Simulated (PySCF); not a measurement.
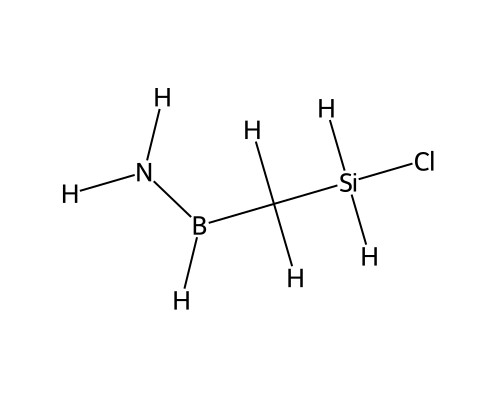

Skeletal drawing of a molecule.

**Give its SMILES.**

NBC[SiH2]Cl

**What is the molecular formula?**

CH7BClNSi.

**An optimisation with PBE0-D3(BJ)/def2-SVP gave a structure of which point group?**

C1. Other conformers may differ.

More results for the same structure follow; atom numbers are the same in all pictures, views and colours differ. The geometry was computed by an optimisation with PBE0-D3(BJ)/def2-SVP. No frequency run is at hand to confirm it as a minimum.

Geometry

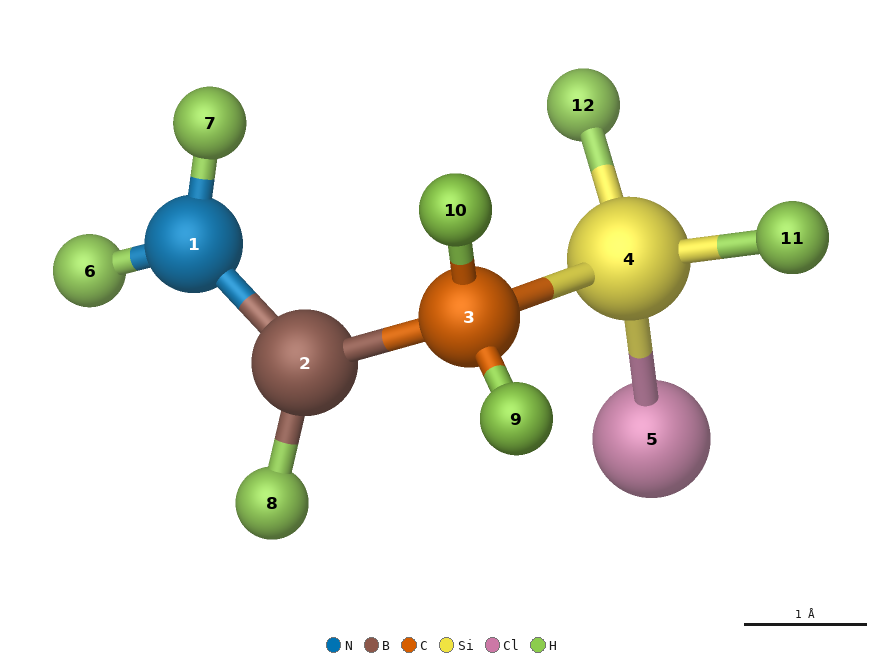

Numbered structure. No frequency run is at hand to confirm it as a minimum.

List the bonds and their lengths.

```
   bond  length (Å)   order
  N1–B2       1.394  single
  N1–H6       1.011  single
  N1–H7       1.012  single
  B2–C3       1.578  single
  B2–H8       1.211  single
 C3–Si4       1.865  single
  C3–H9       1.101  single
 C3–H10       1.106  single
Si4–Cl5       2.078  single
Si4–H11       1.492  single
Si4–H12       1.493  single
```

Levels of theory compared

No frequency run is at hand to confirm it as a minimum. Program: PySCF 2.14.0.

Tabulate HOMO energy (eV), HOMO–LUMO gap (eV), dipole (D) at these levels: B97-2/pcSseg-2; BHandHLYP/pcSseg-2; CAM-B3LYP/pcSseg-2; LC-wPBE/pcSseg-2; PBE0/6-31G; PBE0/STO-3G; PBE0/pcSseg-2; WP04/pcSseg-2; mPW1PW91/pcSseg-2; ωB97X-D/pcSseg-2.

```
             level  HOMO energy (eV)  HOMO–LUMO gap (eV)  dipole (D)
    B97-2/pcSseg-2             −7.98                8.05        3.03
BHandHLYP/pcSseg-2             −9.46               10.32        3.02
CAM-B3LYP/pcSseg-2             −9.62               10.62        3.04
  LC-wPBE/pcSseg-2            −11.00               13.15        3.08
        PBE0/6-31G             −8.10                8.38        4.02
       PBE0/STO-3G             −5.99                9.92        4.08
     PBE0/pcSseg-2             −8.24                8.29        3.04
     WP04/pcSseg-2             −9.29                7.62        3.00
 mPW1PW91/pcSseg-2             −8.27                8.32        3.04
  ωB97X-D/pcSseg-2            −10.11               11.94        3.05
```

NMR shielding

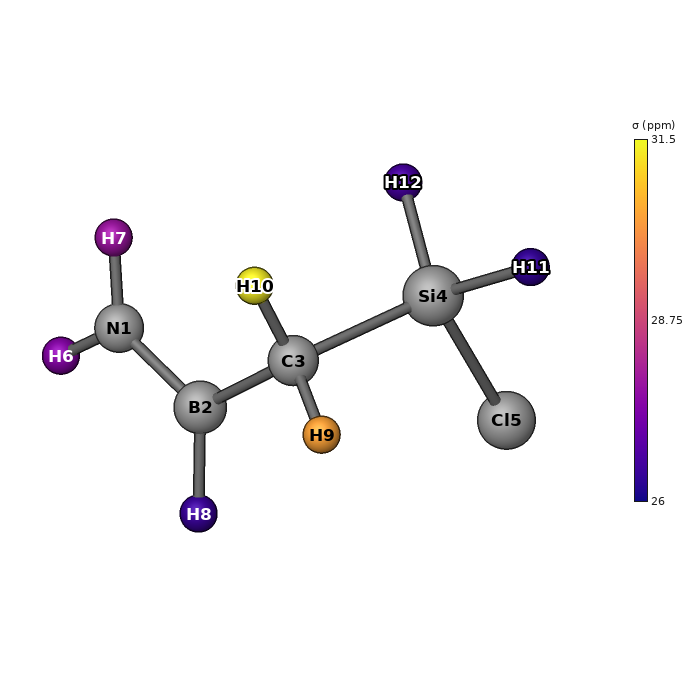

Atoms are coloured by their isotropic NMR shieldings (H only, the others grey). No frequency run is at hand to confirm it as a minimum. Level of theory: GIAO BHandHLYP/pcSseg-2 NMR shielding, non-relativistic, gas phase (PySCF 2.14.0).

Give the isotropic NMR shieldings of the H atoms atom by atom.

| atom | σ (ppm) |
| --- | --- |
| H6 | 27.49 |
| H7 | 27.81 |
| H8 | 26.46 |
| H9 | 30.34 |
| H10 | 31.34 |
| H11 | 26.40 |
| H12 | 26.64 |

Quadrupole coupling

No frequency run is at hand to confirm it as a minimum. Electric field gradients from the ground-state density, PBE0/STO-3G (PySCF 2.14.0), non-relativistic apart from any core potentials.

Give the largest field-gradient component, the quadrupole coupling constant and the asymmetry for 14N at N1 (Q = 20.44 mb), 11B at B2 (Q = 40.59 mb), 35Cl at Cl5 (Q = −81.7 mb), 2H at H6 (Q = 2.86 mb), 2H at H7 (Q = 2.86 mb), 2H at H8 (Q = 2.86 mb), 2H at H9 (Q = 2.86 mb).

```tsv
atom	V_zz (a.u.)	e²qQ/h (MHz)	η
N1	−1.205	−5.79	0.31
B2	0.232	2.22	0.67
Cl5	2.785	−53.5	0.00
H6	0.421	0.283	0.11
H7	0.417	0.280	0.11
H8	0.169	0.113	0.04
H9	0.274	0.184	0.04
```
